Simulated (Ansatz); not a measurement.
Electronic density of states of amorphous B30C30, density 2.26 g/cm³, on a 2×2×2 Γ-centred mesh with a Gaussian width of 0.1 eV; energies count from the Fermi level, whose place inside the gap is arbitrary. Cell and mesh are small, so fine structure isn't converged. All values below come from PBE, scalar-relativistic without spin-orbit coupling (plane waves to 420 eV, PAW; Ansatz, a program for electronic structure). Sampling: a 2×2×2 Γ-centred mesh; Fermi-Dirac width 0.05 eV; no spin polarisation. So small a spacing is near the smearing width and the bands' dispersion over the mesh, so it is a value of this cell and mesh.

It comes from a melt-quench run on a machine-learned potential (CHGNet), relaxed afterwards by DFT. The hot cell started wider than the set density and was brought back towards it in steps. It is the lowest in DFT energy of 2 quenches. It is a model cell: composition and starting density were chosen by hand, and all elements were melted together. No dispersion term was used. Its density started from a set value of 2.20 and ended at 2.26 g/cm³. The quench (nominally 730 K/ps over its main leg) was far faster than any real one, so the model tends to hold more defects than a real film. Values belong to this one cell and scatter from quench to quench. The volume was free in the relaxation, at fixed shape. Stress components on the final sampling reach 2.0 GPa. On a 2×2×2 Γ-centred mesh force components of up to 0.38 eV/Å stay, since the relaxation ran on one k-point at (1/4, 1/4, 1/4).

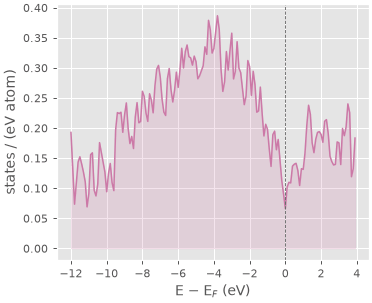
Fig. 1. Density of states per atom

The gap on this mesh is 0.13 eV; the broadening fills part of it in the curve.
